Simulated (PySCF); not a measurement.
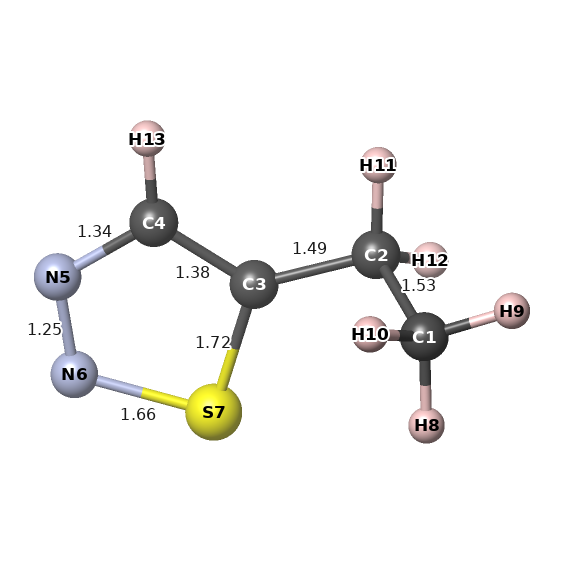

Bond lengths are marked in Å; every bond is drawn as one stick. The computed structure is the end point of a GFN2-xTB optimisation. No frequency run is at hand to confirm it as a minimum.

Question: Assign a bond order to each marked bond.

Answer: C1–C2 single; C2–C3 single; C3–C4 aromatic; C3–S7 aromatic; C4–N5 aromatic; N5–N6 aromatic; N6–S7 aromatic.

Question: Give the structure as SMILES.

Answer: CCc1cnns1
